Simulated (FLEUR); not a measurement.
# Magnetic state of MnO (Manganosite) from several starts, part 3 of 3

Wanted: the moments of MnO (Manganosite) and the energy of each order that was tried.

FLEUR MaX-R8.1; LDA (VWN) with U = 4.9 eV, J = 0.9 eV on Mn d; all-electron FLAPW, Dirac cores, scalar-relativistic bands.

So far, largest spin moment in the muffin-tin sphere (μB): step 2 (start 1: ferro +) 4.70; step 3 (order 2, typed as antiferro q=(0,1/2,1/2) +-) 4.68; step 4 (run 3 (antiferro q=(0,0,1/2) +-)) 4.62.

## Step 5: A faulty input

A slip in the input shows what the program catches and what it lets pass.

inp.xml reads:

```
<?xml version="1.0" encoding="UTF-8" standalone="no"?>
<fleurInput fleurInputVersion="0.39">
   <comment>
      MnO
   </comment>
   <calculationSetup>
      <cutoffs Kmax="4.05" Gmax="12.1" GmaxXC="12.1" numbands="0"/>
      <scfLoop itmax="50" minDistance="0.0001" maxIterBroyd="15" imix="straight" alpha="0.6" precondParam="0.0" spinf="2.0" sdNocoIR="T"/>
      <coreElectrons ctail="T" frcor="F" kcrel="0" coretail_lmax="0"/>
      <xcFunctional name="vwn" relativisticCorrections="F"/>
      <magnetism jspins="2"/>
      <soc l_soc="F" theta="0.0" phi="0.0" spav="F"/>
      <expertModes spex="0" secvar="F"/>
      <geometryOptimization l_f="F" forcealpha="1.0" forcemix="BFGS" epsdisp="0.00001" epsforce="0.00001"/>
      <ldaU l_linMix="F" mixParam="0.05" spinf="1.0"/>
   </calculationSetup>
   <cell>
      <bzIntegration valenceElectrons="21.0" mode="hist" fermiSmearingEnergy="0.00110248">
         <kPointListSelection listName="default-1"/>
         <xi:include xmlns:xi="http://www.w3.org/2001/XInclude" href="kpts.xml"> </xi:include>
      </bzIntegration>
      <xi:include xmlns:xi="http://www.w3.org/2001/XInclude" href="sym.xml"> </xi:include>
      <bulkLattice scale="1.0">
         <bravaisMatrix>
            <row-1>    0.0000000000000000     4.2008611749857998     4.2008611749857998</row-1>
            <row-2>    4.2008611749857998     0.0000000000000000     4.2008611749857998</row-2>
            <row-3>    4.2008611749857998     4.2008611749857998     0.0000000000000000</row-3>
         </bravaisMatrix>
      </bulkLattice>
   </cell>
   <atomSpecies>
      <species name="Manganese 4.500" element="Mn" atomicNumber="25">
         <mtSphere radius="2.62" gridPoints="867" logIncrement="0.014"/>
         <atomicCutoffs lmax="10" lnonsphr="8"/>
         <electronConfig flipSpins="F">
            <coreConfig>(1s1/2) (2s1/2) (2p1/2) (2p3/2)</coreConfig>
            <valenceConfig>(3s1/2) (3p1/2) (3p3/2) (4s1/2) (3d3/2) (3d5/2)</valenceConfig>
            <stateOccupation state="(3d3/2)" spinUp="1.75" spinDown="0.25"/>
            <stateOccupation state="(3d5/2)" spinUp="3.0" spinDown="0.0"/>
         </electronConfig>
         <energyParameters s="4" p="4" d="3" f="4"/>
         <ldaU l="2" U="4.9" J="0.9" l_amf="F"/>
         <lo type="SCLO" l="0" n="3" eDeriv="0"/>
         <lo type="SCLO" l="1" n="3" eDeriv="0"/>
      </species>
      <species name="Oxygen (O)" element="O" atomicNumber="8">
         <mtSphere radius="1.48" gridPoints="489" logIncrement="0.022"/>
         <atomicCutoffs lmax="6" lnonsphr="4"/>
         <electronConfig flipSpins="F">
            <coreConfig>(1s1/2)</coreConfig>
            <valenceConfig>(2s1/2) (2p1/2) (2p3/2)</valenceConfig>
            <stateOccupation state="(2p1/2)" spinUp="0.666667" spinDown="0.666667"/>
            <stateOccupation state="(2p3/2)" spinUp="1.333333" spinDown="1.333333"/>
         </electronConfig>
         <energyParameters s="2" p="2" d="3" f="4"/>
      </species>
   </atomSpecies>
   <atomGroups>
      <atomGroup species="Manganese 4.500">
         <relPos label="                   1">.0000000000 .0000000000 .0000000000</relPos>
         <force calculate="T" relaxXYZ="TTT"/>
      </atomGroup>
      <atomGroup species="Oxygen (O)">
         <relPos label="                   2">1.000/2.000 1.000/2.000 1.000/2.000</relPos>
         <force calculate="T" relaxXYZ="TTT"/>
      </atomGroup>
   </atomGroups>
   <output dos="F" band="F" slice="F">
      <bandDOS minEnergy="-.5*Htr" maxEnergy="0.5*Htr" sigma="0.015" storeEVData="T"/>
      <plotting iplot="0" polar="F">
         <plot TwoD="T" vec1="  1.0  0.0  0.0" vec2="  0.0  1.0  0.0" vec3="  0.0  0.0  1.0" zero="  0.0  0.0  0.0" file="plot"/>
      </plotting>
      <moessbauerParams electricFieldGradient="F" isomerShift="F" coreHyperfine="F" valenceHyperfine="F"/>
   </output>
</fleurInput>
```

crystal.txt reads:

```
MnO
&input film=F cartesian=F /
0.00000000000  2.22300000000  2.22300000000
2.22300000000  0.00000000000  2.22300000000
2.22300000000  2.22300000000  0.00000000000
1.8897261246
1.0 1.0 1.0

2
25 0.00000000000  0.00000000000  0.00000000000 : 4.500
8 0.50000000000  0.50000000000  0.50000000000

&kpt div1=8 div2=8 div3=8 gamma=T /
```

Launch:

```sh
> OMP_NUM_THREADS=1 inpgen -f crystal.txt > inpgen.log  # inp.xml is then edited as shown
> OMP_NUM_THREADS=1 mpirun -n 4 fleur_MPI > fleur.log
```

What it wrote:

```text
[banner, memory and clock lines left out]
Welcome to FLEUR        (www.flapw.de)
      MaX-Release 8.1          (www.max-centre.eu)

 ========== k-point set info ==========
 Selected k-point list: default-1
 k-point list type: mesh
 0 x 0 x 0
 Number of k points: 32

 [... set-up left out ...]
 no density matrix found ... skipping LDA+U
 Reset of history
 Iteration:     1   Distance:      20.33020642 me/bohr^3
 Iteration:     2   Distance:      56.55247757 me/bohr^3
 Invalid elements in DFT+U matrix after mixing:
 Reset of history
 Iteration:     3   Distance:     147.12378575 me/bohr^3
 Invalid elements in DFT+U matrix after mixing:
 Reset of history
 Iteration:     4   Distance:     367.46580694 me/bohr^3
 Iteration:     5   Distance:     627.77271422 me/bohr^3
 Iteration:     6   Distance:     823.10607553 me/bohr^3
 Iteration:     7   Distance:     843.78849673 me/bohr^3
 Iteration:     8   Distance:     853.79005644 me/bohr^3
[... lines left out ...]
[... 18 iterations left out ...]
[... lines left out ...]
 Iteration:    33   Distance:     853.38774492 me/bohr^3
 Iteration:    34   Distance:     853.35460888 me/bohr^3
 Iteration:    35   Distance:     853.41191415 me/bohr^3
 Iteration:    36   Distance:     853.39281652 me/bohr^3
 Iteration:    37   Distance:     853.42849209 me/bohr^3
 Iteration:    38   Distance:     853.41966284 me/bohr^3
************FLEUR-Warning*****************
Error message: Too low eigenvalue detected
Error occurred in subroutine: fermi
Hint: If the lowest eigenvalue is more than 1Htr below the lowest energy parameter, you probably have picked up a ghoststate
Error from PE:0/4
*****************************************
Warnings not ignored. To make the warning nonfatal create a file 'JUDFT_WARN_ONLY' in the working directory or start FLEUR with the -warn_only command line option.
Memory (rank 0): 0.051 GB (peak 0.058 GB)

--- out.xml (last complete iteration) ---
<iteration numberForCurrentRun="   38" overallNumber="   38">
         [... left out ...]
         <bandgap value="0.0000000000" units="eV"/>
         <sumValenceSingleParticleEnergies value="-112.2564123068" units="Htr"/>
         <FermiEnergy value="-0.6119834978" units="Htr"/>
         [... left out ...]
         <magneticMomentsInMTSpheres units="muBohr">
            <globalMagMoment atomType="1" vec="0.00000   0.00000   0.97787"/>
            <globalMagMoment atomType="2" vec="0.00000   0.00000   0.00075"/>
         </magneticMomentsInMTSpheres>
         [... left out ...]
         <totalEnergy value="    -1323.2210262671" units="Htr">
            <sumOfEigenvalues value="     -887.8117886360">
               <coreElectrons value="-775.5553763292"/>
               <valenceElectrons value="-112.2564123068"/>
            </sumOfEigenvalues>
         [... left out ...]
            <freeEnergy value="-1323.2213125037"/>
            <extrapolationTo0K value="-1323.2211693854"/>
         </totalEnergy>
         [... left out ...]
         <ldaUDensityMatrixConvergence>
            <distance spin="1" distance="3.978362"/>
            <distance spin="2" distance="4.092865"/>
         </ldaUDensityMatrixConvergence>
         <densityConvergence units="me/bohr^3">
            <chargeDensity spin="1" distance="431.7610013645"/>
            <chargeDensity spin="2" distance="421.8922768574"/>
            <overallChargeDensity distance="853.4196628359"/>
            <spinDensity distance="22.2753277740"/>
         </densityConvergence>
      </iteration>
```

Run time: 18 s. Hardware: 4 MPI ranks of Intel Xeon Platinum 8488C (Sapphire Rapids), shared host; peak memory 0.23 GiB.

The run ended with an error.

The program's message: “Too low eigenvalue detected”

The fault in the input: linear mixing far too strong.

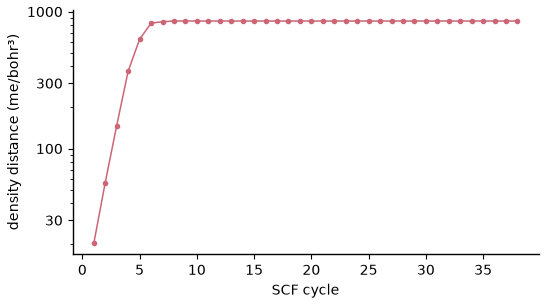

Distance of input and output densities by cycle.

After 38 cycles the density distance stands at 853 me/bohr³, far over its least value of 20: the cycles have run away.

Taking so much of each new density makes the cycles overshoot; a small alpha with Anderson mixing is the cure.

## Step 6: Ranking

Free energies are divided by the number of seeded atoms, so that cells of unlike size compare. Wavevectors q in the names are fractions of the primitive cell's reciprocal vectors.

Orders:

```
                     start        final state  typed order kept  energy over the lowest (meV a seeded atom)  largest sphere moment (μB)  net moment (μB a primitive cell)  mesh matched  CPU time (s)
                   ferro +      ferromagnetic               yes                                        64.5                       4.704                                 5           yes         30.71
antiferro q=(0,1/2,1/2) +-  antiferromagnetic               yes                                       27.43                       4.678                                 0           yes         184.4
  antiferro q=(0,0,1/2) +-  antiferromagnetic               yes                                           0                       4.622                                 0           yes         155.6
```

## Step 7: Spin–orbit coupling, moments along [001]

Spin–orbit coupling ties the spins to the lattice and lets orbital moments form.

A new self-consistent run of the start antiferro q=(0,0,1/2) +-, with the moments along z.

inp.xml reads:

```
<?xml version="1.0" encoding="UTF-8" standalone="no"?>
<fleurInput fleurInputVersion="0.39">
   <comment>
      MnO
   </comment>
   <calculationSetup>
      <cutoffs Kmax="4.05" Gmax="12.1" GmaxXC="12.1" numbands="122"/>
      <scfLoop itmax="130" minDistance="0.0001" maxIterBroyd="15" imix="Anderson" alpha="0.05" precondParam="0.0" spinf="2.0" sdNocoIR="T"/>
      <coreElectrons ctail="T" frcor="F" kcrel="0" coretail_lmax="0"/>
      <xcFunctional name="vwn" relativisticCorrections="F"/>
      <magnetism jspins="2"/>
      <soc l_soc="T" theta="0.0" phi="0.0" spav="F"/>
      <expertModes spex="0" secvar="F"/>
      <geometryOptimization l_f="F" forcealpha="1.0" forcemix="BFGS" epsdisp="0.00001" epsforce="0.00001"/>
      <ldaU l_linMix="F" mixParam="0.05" spinf="1.0"/>
   </calculationSetup>
   <cell>
      <bzIntegration valenceElectrons="42.0" mode="hist" fermiSmearingEnergy="0.00110248">
         <kPointListSelection listName="default-1"/>
         <xi:include xmlns:xi="http://www.w3.org/2001/XInclude" href="kpts.xml"> </xi:include>
      </bzIntegration>
      <xi:include xmlns:xi="http://www.w3.org/2001/XInclude" href="sym.xml"> </xi:include>
      <bulkLattice scale="1.0">
         <bravaisMatrix>
            <row-1>    0.0000000000000000     4.2008611749857998     4.2008611749857998</row-1>
            <row-2>    4.2008611749857998     0.0000000000000000     4.2008611749857998</row-2>
            <row-3>    8.4017223499715996     8.4017223499715996     0.0000000000000000</row-3>
         </bravaisMatrix>
      </bulkLattice>
   </cell>
   <atomSpecies>
      <species name="Manganese 4.500" element="Mn" atomicNumber="25">
         <mtSphere radius="2.62" gridPoints="867" logIncrement="0.014"/>
         <atomicCutoffs lmax="10" lnonsphr="8"/>
         <electronConfig flipSpins="F">
            <coreConfig>(1s1/2) (2s1/2) (2p1/2) (2p3/2)</coreConfig>
            <valenceConfig>(3s1/2) (3p1/2) (3p3/2) (4s1/2) (3d3/2) (3d5/2)</valenceConfig>
            <stateOccupation state="(3d3/2)" spinUp="1.75" spinDown="0.25"/>
            <stateOccupation state="(3d5/2)" spinUp="3.0" spinDown="0.0"/>
         </electronConfig>
         <energyParameters s="4" p="4" d="3" f="4"/>
         <ldaU l="2" U="4.9" J="0.9" l_amf="F"/>
         <lo type="SCLO" l="0" n="3" eDeriv="0"/>
         <lo type="SCLO" l="1" n="3" eDeriv="0"/>
      </species>
      <species name="Manganese -4.500" element="Mn" atomicNumber="25">
         <mtSphere radius="2.62" gridPoints="867" logIncrement="0.014"/>
         <atomicCutoffs lmax="10" lnonsphr="8"/>
         <electronConfig flipSpins="F">
            <coreConfig>(1s1/2) (2s1/2) (2p1/2) (2p3/2)</coreConfig>
            <valenceConfig>(3s1/2) (3p1/2) (3p3/2) (4s1/2) (3d3/2) (3d5/2)</valenceConfig>
            <stateOccupation state="(3d3/2)" spinUp="0.25" spinDown="1.75"/>
            <stateOccupation state="(3d5/2)" spinUp="0.0" spinDown="3.0"/>
         </electronConfig>
         <energyParameters s="4" p="4" d="3" f="4"/>
         <ldaU l="2" U="4.9" J="0.9" l_amf="F"/>
         <lo type="SCLO" l="0" n="3" eDeriv="0"/>
         <lo type="SCLO" l="1" n="3" eDeriv="0"/>
      </species>
      <species name="Oxygen (O)" element="O" atomicNumber="8">
         <mtSphere radius="1.48" gridPoints="489" logIncrement="0.022"/>
         <atomicCutoffs lmax="6" lnonsphr="4"/>
         <electronConfig flipSpins="F">
            <coreConfig>(1s1/2)</coreConfig>
            <valenceConfig>(2s1/2) (2p1/2) (2p3/2)</valenceConfig>
            <stateOccupation state="(2p1/2)" spinUp="0.666667" spinDown="0.666667"/>
            <stateOccupation state="(2p3/2)" spinUp="1.333333" spinDown="1.333333"/>
         </electronConfig>
         <energyParameters s="2" p="2" d="3" f="4"/>
      </species>
   </atomSpecies>
   <atomGroups>
      <atomGroup species="Manganese 4.500">
         <relPos label="                   1">.0000000000 .0000000000 .0000000000</relPos>
         <force calculate="T" relaxXYZ="TTT"/>
      </atomGroup>
      <atomGroup species="Manganese -4.500">
         <relPos label="                   2">.0000000000 .0000000000 1.000/2.000</relPos>
         <force calculate="T" relaxXYZ="TTT"/>
      </atomGroup>
      <atomGroup species="Oxygen (O)">
         <relPos label="                   3">1.000/2.000 1.000/2.000 1.000/4.000</relPos>
         <relPos label="                   4">1.000/2.000 1.000/2.000 -1.000/4.000</relPos>
         <force calculate="T" relaxXYZ="TTT"/>
      </atomGroup>
   </atomGroups>
   <output dos="F" band="F" slice="F">
      <bandDOS minEnergy="-.5*Htr" maxEnergy="0.5*Htr" sigma="0.015" storeEVData="T"/>
      <plotting iplot="0" polar="F">
         <plot TwoD="T" vec1="  1.0  0.0  0.0" vec2="  0.0  1.0  0.0" vec3="  0.0  0.0  1.0" zero="  0.0  0.0  0.0" file="plot"/>
      </plotting>
      <moessbauerParams electricFieldGradient="F" isomerShift="F" coreHyperfine="F" valenceHyperfine="F"/>
   </output>
</fleurInput>
```

crystal.txt reads:

```
MnO
&input film=F cartesian=F /
0.00000000000  2.22300000000  2.22300000000
2.22300000000  0.00000000000  2.22300000000
4.44600000000  4.44600000000  0.00000000000
1.8897261246
1.0 1.0 1.0

4
25 0.00000000000  0.00000000000  0.00000000000 : 4.500
25 0.00000000000  0.00000000000  0.50000000000 : -4.500
8 0.50000000000  0.50000000000  0.25000000000
8 0.50000000000  0.50000000000  0.75000000000

&soc 0.0000000 0.0000000 /
&kpt div1=8 div2=8 div3=4 gamma=T /
```

What it wrote:

```text
[banner, memory and clock lines left out]
Welcome to FLEUR        (www.flapw.de)
      MaX-Release 8.1          (www.max-centre.eu)

 ========== k-point set info ==========
 Selected k-point list: default-1
 k-point list type: mesh
 8 x 8 x 4
 Number of k points: 132

 [... set-up left out ...]
 no density matrix found ... skipping LDA+U
 Complex matrix made real
 Complex matrix made real
 Reset of history
 Iteration:     1   Distance:      20.52500641 me/bohr^3
 Iteration:     2   Distance:      18.43849384 me/bohr^3
 Iteration:     3   Distance:      15.80975969 me/bohr^3
 Iteration:     4   Distance:       8.31015075 me/bohr^3
 Iteration:     5   Distance:       6.76958792 me/bohr^3
 Iteration:     6   Distance:       2.83476034 me/bohr^3
 Iteration:     7   Distance:       0.71601874 me/bohr^3
 Iteration:     8   Distance:       0.47188817 me/bohr^3
 Iteration:     9   Distance:       0.03773851 me/bohr^3
 Iteration:    10   Distance:       0.03291981 me/bohr^3
 Iteration:    11   Distance:       0.00629861 me/bohr^3
 Iteration:    12   Distance:       0.01202691 me/bohr^3
 Iteration:    13   Distance:       0.00050409 me/bohr^3
 Iteration:    14   Distance:       0.00070871 me/bohr^3
 Iteration:    15   Distance:       0.00006805 me/bohr^3

 ********************************************************************
 Run finished successfully
 Stop message:
   all done
 ********************************************************************

--- out.xml (last complete iteration) ---
<iteration numberForCurrentRun="   15" overallNumber="   15">
         [... left out ...]
         <bandgap value="1.7665097232" units="eV"/>
         <sumValenceSingleParticleEnergies value="-25.9943214094" units="Htr"/>
         <FermiEnergy value="0.2526210208" units="Htr"/>
         [... left out ...]
         <magneticMomentsInMTSpheres units="muBohr">
            <globalMagMoment atomType="1" vec="0.00000   0.00000   4.62171"/>
            <globalMagMoment atomType="2" vec="0.00000   0.00000  -4.62171"/>
            <globalMagMoment atomType="3" vec="0.00000   0.00000   0.00000"/>
         </magneticMomentsInMTSpheres>
         <orbitalMomentsInMTSpheres units="muBohr">
            <globalMagMoment atomType="1" vec="-0.00003  -0.00003   0.00020"/>
            <globalMagMoment atomType="2" vec="0.00003   0.00003  -0.00020"/>
            <globalMagMoment atomType="3" vec="0.00000   0.00000   0.00000"/>
         </orbitalMomentsInMTSpheres>
         [... left out ...]
         <totalEnergy value="    -2462.6422207921" units="Htr">
            <sumOfEigenvalues value="    -1416.6078826681">
               <coreElectrons value="-1390.6135612587"/>
               <valenceElectrons value="-25.9943214094"/>
            </sumOfEigenvalues>
         [... left out ...]
            <freeEnergy value="-2462.6422207921"/>
            <extrapolationTo0K value="-2462.6422207921"/>
         </totalEnergy>
         [... left out ...]
         <ldaUDensityMatrixConvergence>
            <distance spin="1" distance="0.000002"/>
            <distance spin="2" distance="0.000002"/>
         </ldaUDensityMatrixConvergence>
         <densityConvergence units="me/bohr^3">
            <chargeDensity spin="1" distance="0.0000439974"/>
            <chargeDensity spin="2" distance="0.0000439437"/>
            <overallChargeDensity distance="0.0000680492"/>
            <spinDensity distance="0.0000557040"/>
         </densityConvergence>
      </iteration>
```

Run time: 3.7 min. Hardware: 4 MPI ranks; peak memory 0.84 GiB.

Spin moment in the muffin-tin sphere by atom:

```
atom  spin moment in the muffin-tin sphere (μB)
 Mn1                                       4.62
 Mn2                                      -4.62
  O3                                       0.00
  O4                                       0.00
```

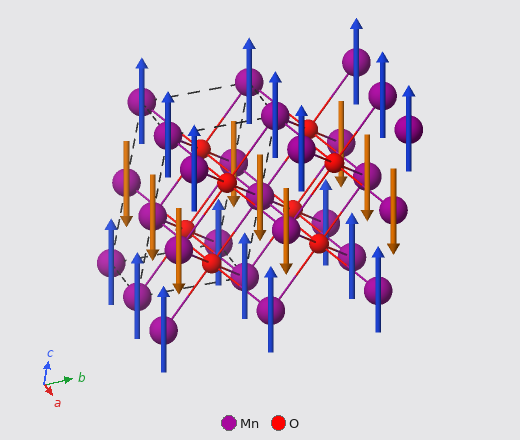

Spin moment in the muffin-tin sphere as arrows, the longest 4.62 μB. Up and down stand for the sign. Arrows give size and sign along the axis of quantisation, drawn up and down the page. The two directions have two colours. Bonds to atoms that aren't drawn are left out. 2×2×1 cells are drawn. Some periodic images of atoms are drawn too.

Read from the output:

```
free energy                                                       : -67011.9087 eV
program's band gap on this mesh (in a metal only a level spacing) : 1.767 eV
magnetization                                                     : 0 μB
final state                                                       : antiferromagnetic
orbital moment along the spin                                     : 0 μB
```

Orbital moment in the sphere, along the spin axis by atom:

```
atom  orbital moment in the sphere, along the spin axis (μB)
 Mn1                                                  0.0002
 Mn2                                                 -0.0002
  O3                                                  0.0000
  O4                                                  0.0000
```

## Step 8: What came out

```json
{
  "lowest state found": "antiferromagnetic (typed antiferro q=(0,0,1/2) +-)",
  "largest site spin moment": "4.62 μB",
  "next finished state": "antiferromagnetic, 27.4 meV a seeded atom higher",
  "orbital moment on the atom of largest spin, along its spin (spin–orbit run)": "2.0e-4 μB"
}
```

The lowest state found is antiferromagnetic, reached from the start antiferro q=(0,0,1/2) +-, with moments up to 4.62 μB. The next finished state costs 27 meV a seeded atom. The shell is near half filling, where Hund's rules give no orbital moment. This is the lowest of 3 finished starts, no proof of the ground state. Under a U the differences between the orders can hold more than exchange, though the occupations look alike: the program's gaps run from 0.29 to 1.77 eV.

[Logs and program files are shortened in this print: banners, set-up blocks, solver, clock and traceback lines can be left out without a mark of their own.]

[Logs are printed without paths, hosts, clocks, repeated set-up lines and the standing remarks that a program may print on its own settings, such as how far it seeks lower states.]

[Hosts, paths, dates, database ids (printed as entryN), source tags and the programs' standing remarks are cut or masked in the printed files.]

[Where a cell is said to come from a database of computed structures, the database is the Materials Project.]
